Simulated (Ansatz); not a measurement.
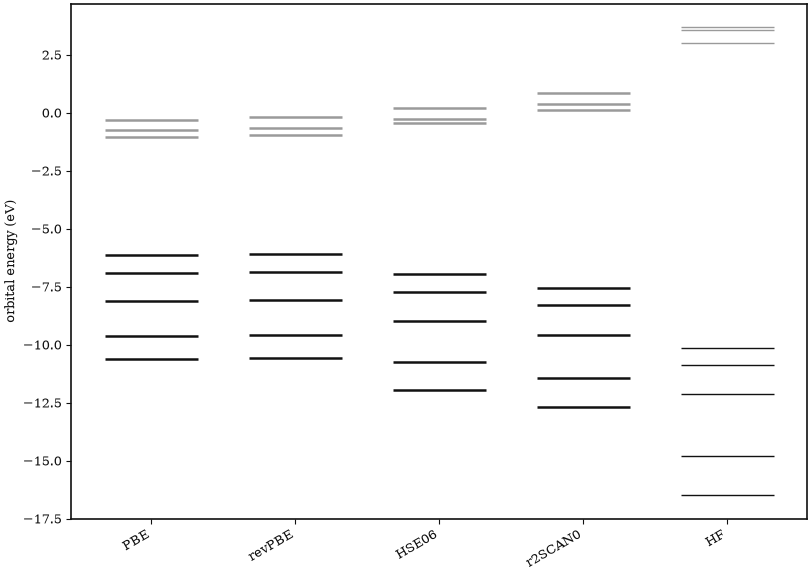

Frontier orbital energies of CH₃FSSi, SMILES F[Si@@H]1CS1 at one geometry, def2-TZVPP, the Ansatz code, at a PBE0-D4/def2-TZVP geometry (a minimum by its frequencies). Empty levels are grey, levels within 0.1 eV stand side by side; all columns show the same few orbitals around the gap.

Compare the HOMO-LUMO separations.

Answer. The separation grows from 5.09 eV (PBE) to 13.12 eV (HF).

| level | HOMO (eV) | LUMO (eV) | separation (eV) |
| --- | --- | --- | --- |
| PBE | −6.15 | −1.06 | 5.09 |
| revPBE | −6.11 | −0.98 | 5.13 |
| HSE06 | −6.97 | −0.45 | 6.52 |
| r2SCAN0 | −7.53 | 0.12 | 7.65 |
| HF | −10.12 | 3.00 | 13.12 |

Limits of at least one run: empty levels above zero depend strongly on the basis.
